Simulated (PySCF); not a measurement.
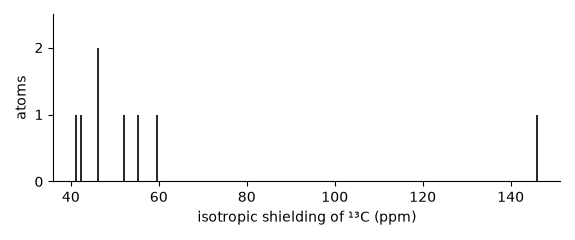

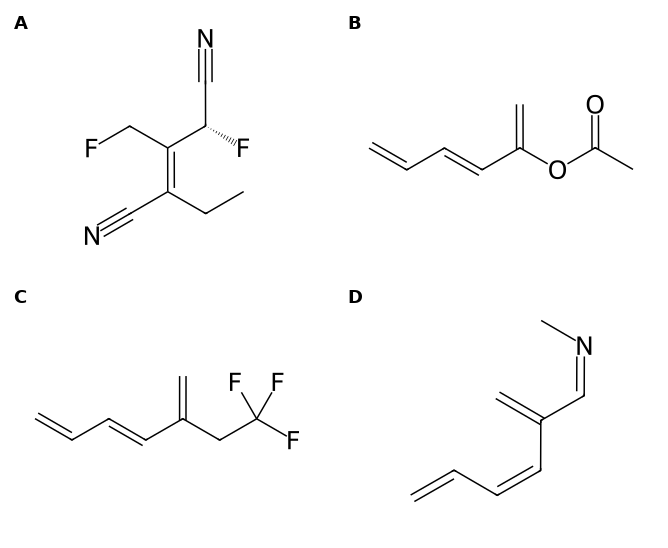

The sticks are computed shieldings of one of the molecules, for one fixed geometry (GFN2-xTB) without averaging over rotations. Low shielding means a high chemical shift. Method: GIAO PBE0/pcSseg-1 NMR shielding, non-relativistic, gas phase (PySCF 2.14.0).

Question: Which molecule gives this pattern?

Answer: C, `C=C/C=C/C(=C)CC(F)(F)F`. Its 8 C atoms give lines at 41.2, 42.3, 46.2 (2 atoms), 52.0, 55.3, 59.6, 146.1 ppm.
